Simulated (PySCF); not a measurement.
**Atomic calculation for Cl²⁺**

- system: Cl²⁺, configuration 1s2 2s2 2p6 3s2 3p2 3d1, multiplicity 4.
- method: unrestricted wB97X, aug-cc-pwCVTZ, non-relativistic, point nucleus (PySCF)

### Results in brief

- outcome: converged
- total energy: −458.120894 hartree
- kinetic energy: 457.435582 hartree
- ⟨S²⟩: 3.751
- ⟨L²⟩: 8.00
- SCF iterations: 8
- hardware: 1 thread of Arm Neoverse V2, 23 GiB of memory available, shared host
- wall time: 2 s

### Notes

The driver held the occupations shell by shell, and empty p levels lie below the filled 3d. This is not the ground configuration of the species. ⟨L²⟩ departs from that of the intended term, so the determinant mixes terms.

### The input
```python
from pyscf import gto, scf, dft, mp, cc
import basis_set_exchange as bse
mol = gto.M(atom="Cl 0 0 0", charge=2, spin=3, symmetry="D2h",
            basis=gto.basis.parse(bse.get_basis("aug-cc-pwCVTZ", elements=["Cl"], fmt="nwchem", header=False)))
mf = dft.UKS(mol, xc="WB97X")
mf.irrep_nelec = {'Ag': (4, 3), 'B1u': (1, 1), 'B2u': (2, 1), 'B3u': (2, 1)}
mf.kernel()
```

The script is an equivalent of what the driver set up; the driver started from orbitals of its own, so the log can be shorter than this script's would be, and it computed the properties (radii, ⟨L²⟩, response) afterwards. It held the occupations shell by shell, which the script's counts by irreducible representation don't always enforce.

The run was one of a batch that the task file lists, launched with:
```bash
OMP_NUM_THREADS=1 python <driver script> TASK.json OUT
```

### The program's output (extracts)
```
damping factor = 0
level_shift factor = 0
DIIS = <class 'pyscf.scf.diis.CDIIS'>
diis_start_cycle = 1
diis_space = 10
diis_damp = 0
SCF conv_tol = 1e-09
SCF conv_tol_grad = None
number electrons alpha = 9  beta = 6
XC functionals = WB97X
    J.-D. Chai and M. Head-Gordon.,  J. Chem. Phys. 128, 084106 (2008)
cycle= 1 E= -458.120731664523  delta_E= -0.00697  |g|= 0.015  |ddm|= 0.195
cycle= 2 E= -458.120869523554  delta_E= -0.000138  |g|= 0.00367  |ddm|= 0.0317
cycle= 3 E= -458.120887906278  delta_E= -1.84e-05  |g|= 0.0013  |ddm|= 0.0145
cycle= 4 E= -458.120891326012  delta_E= -3.42e-06  |g|= 0.000618  |ddm|= 0.0054
cycle= 5 E= -458.120893188152  delta_E= -1.86e-06  |g|= 0.000346  |ddm|= 0.00468
cycle= 6 E= -458.120894154719  delta_E= -9.67e-07  |g|= 8.11e-05  |ddm|= 0.00533
cycle= 7 E= -458.120894193696  delta_E= -3.9e-08  |g|= 8.9e-06  |ddm|= 0.00123
cycle= 8 E= -458.120894193826  delta_E= -1.3e-10  |g|= 6.9e-07  |ddm|= 5.85e-05
converged SCF energy = -458.120894193826  <S^2> = 3.7508346  2S+1 = 4.0004173
```

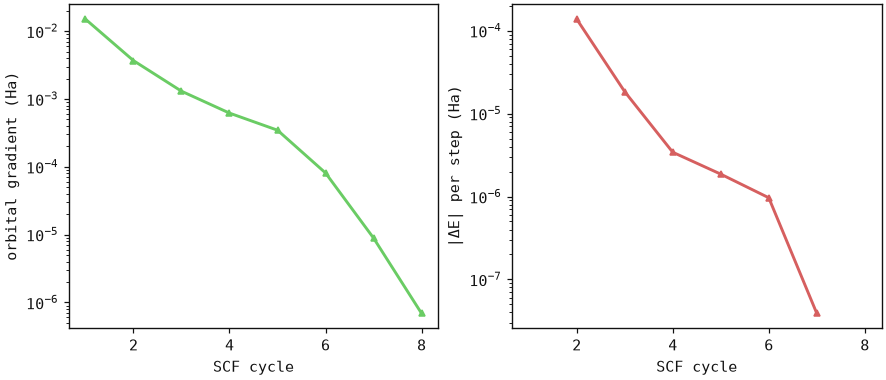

*Convergence: orbital gradient and change of the energy from step to step (the smallest changes aren't drawn) against the SCF cycle.*

The residual falls at every step. It goes from 0.015 to 6.9×10⁻⁷ in 8 steps.

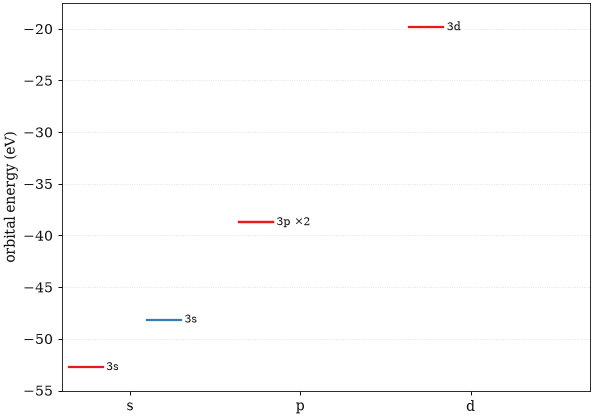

*Orbital energies of the mean field, from the top down to −52.8 eV, by angular momentum, α spin at the left of each column and β at the right; ×n counts the orbitals under one label. Empty levels that the record names by l alone aren't drawn.*

The highest filled orbital is 3d α at −19.8 eV, the lowest empty one p α at −30.2 eV.
